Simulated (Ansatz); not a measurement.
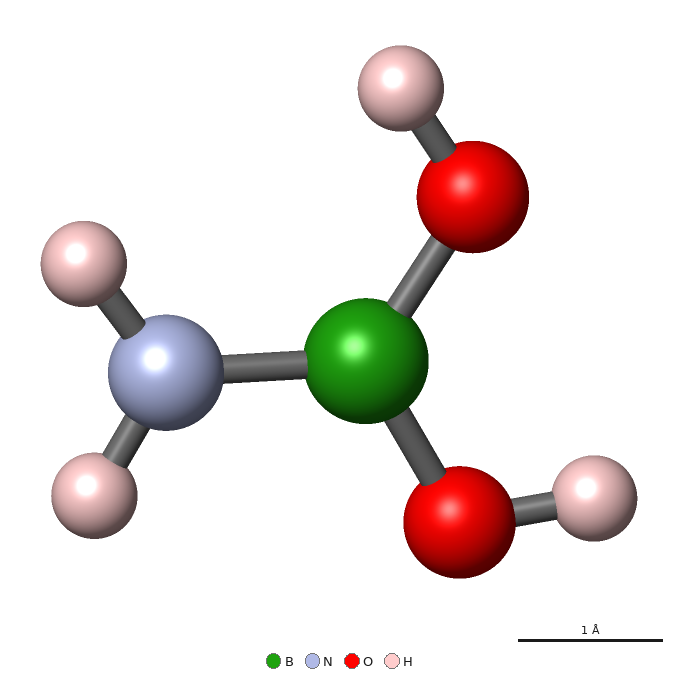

Every bond is drawn as one stick, whatever its order.

What does the picture show?

The molecule is BH4NO2. The point group is Cs. All atoms lie on one plane. Coordination: 1 B trigonal planar; 1 N trigonal planar; 2 O bent.

More results for the same structure follow; atom numbers are the same in all pictures, views and colours differ. The geometry was computed by an optimisation with PBE0-D4/def2-TZVP.

Electronic properties

Method: RKS PBE0-D4/def2-TZVP (Ansatz 0.2.0).

Estimate the dipole moment.

2.02 D.

Estimate the dispersion correction.

−8.2 kJ/mol.

Charges

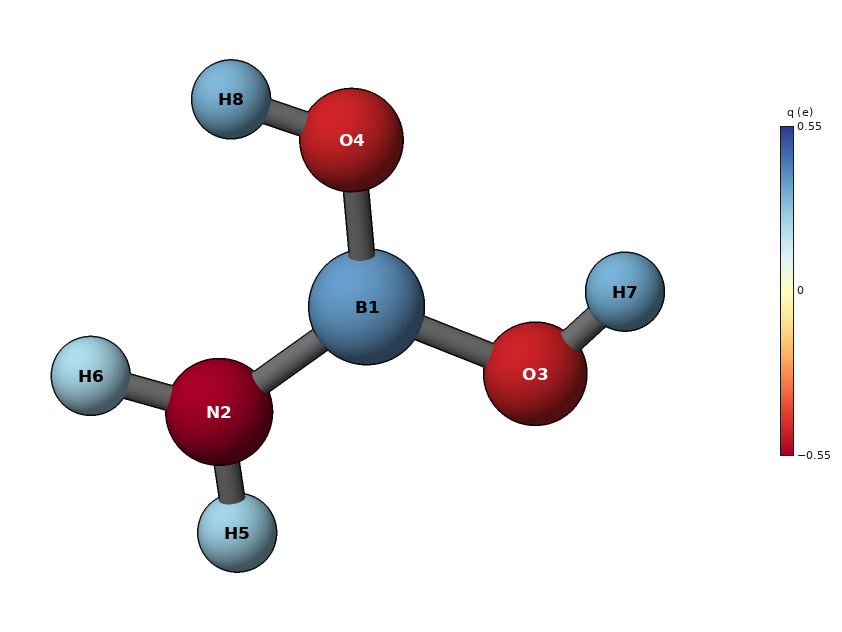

Atoms are coloured by their Mulliken charges. Properties computed with RKS PBE0-D4/def2-TZVP (Ansatz 0.2.0).

Which atom carries the highest charge (most positive or least negative)?

B1 (0.37 e).

And the lowest?

N2 (−0.55 e).

Give the Mulliken charges atom by atom.

```json
{"atom": "B1", "value (e)": "0.37"}
{"atom": "N2", "value (e)": "−0.55"}
{"atom": "O3", "value (e)": "−0.47"}
{"atom": "O4", "value (e)": "−0.46"}
{"atom": "H5", "value (e)": "0.25"}
{"atom": "H6", "value (e)": "0.23"}
{"atom": "H7", "value (e)": "0.33"}
{"atom": "H8", "value (e)": "0.32"}
```

Vibrations

Harmonic vibrations computed with RKS PBE0-D4/def2-TZVP (Ansatz 0.2.0) at a stationary point of the same level.

List the wavenumbers.

18 modes: 237, 366, 390, 437, 476, 533, 658, 868, 896, 1002, 1025, 1436, 1461, 1636, 3657, 3758, 3909, 3926 cm⁻¹.

Thermal motion

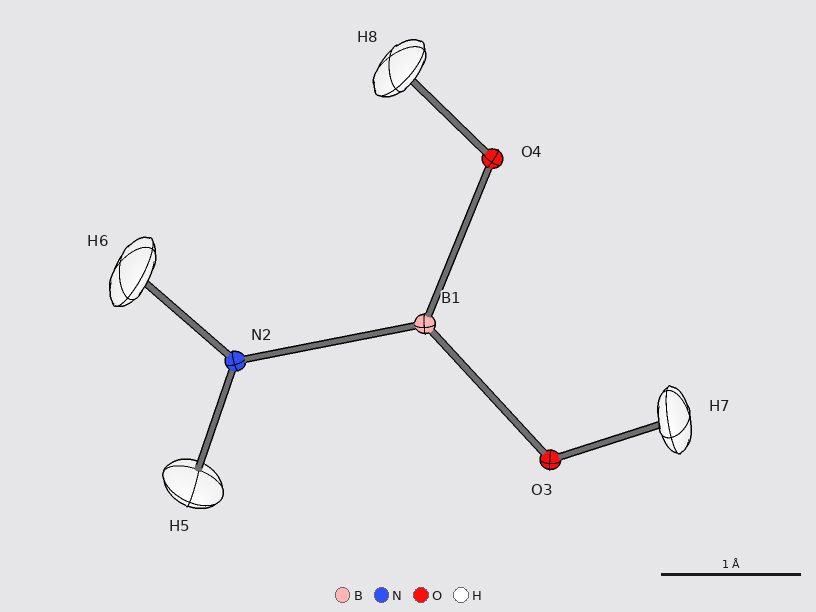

Displacement ellipsoids at the 50 % level, from the internal vibrations of the free molecule (harmonic, no overall translation or rotation; no half-axis is drawn under 0.075 Å). Vibrations computed with RKS PBE0-D4/def2-TZVP (Ansatz 0.2.0). Temperature: 400 K.

Give the displacement parameters, one line for each set of equivalent atoms.

```csv
atom,U_eq (Å²),rms amplitudes (Å)
B1,0.0017,"0.036, 0.038, 0.049"
N2,0.0015,"0.035, 0.037, 0.045"
O3,0.0010,"0.022, 0.035, 0.038"
O4,0.0010,"0.023, 0.036, 0.037"
H5,0.0293,"0.074, 0.149, 0.245"
H6,0.0486,"0.074, 0.147, 0.345"
H7,0.0271,"0.072, 0.149, 0.232"
H8,0.0335,"0.072, 0.148, 0.271"
```

Mulliken values depend strongly on the basis set and can even reverse the polarity of a bond.
